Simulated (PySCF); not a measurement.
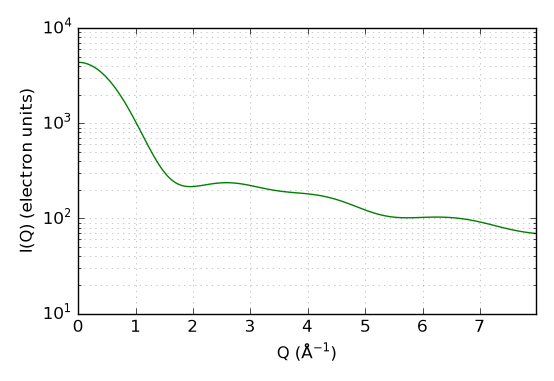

Elastic X-ray scattering of a randomly oriented, rigid molecule, calculated with the Debye equation from neutral-atom form factors (independent atoms, no Compton part, no vibration). The geometry is the end point of an optimisation (PBE0-D3(BJ)/def2-SVP geometry optimisation, gas phase in PySCF); it may be a saddle point or a higher isomer. It contains C, P, H.

> How many electrons does the independent-atom model of the molecule hold?

I(0) is the square of the electron number: I(0) = 4360, so about 66 electrons, the count of C4H12P2.

> What radius of gyration does the initial fall-off give?

From I(Q) ≈ I(0) exp(−Q²R²/3) at small Q, R ≈ 2.13 Å. It is larger than the electron-weighted radius of the nuclear positions alone (1.98 Å), because each atom's electron cloud adds to it.
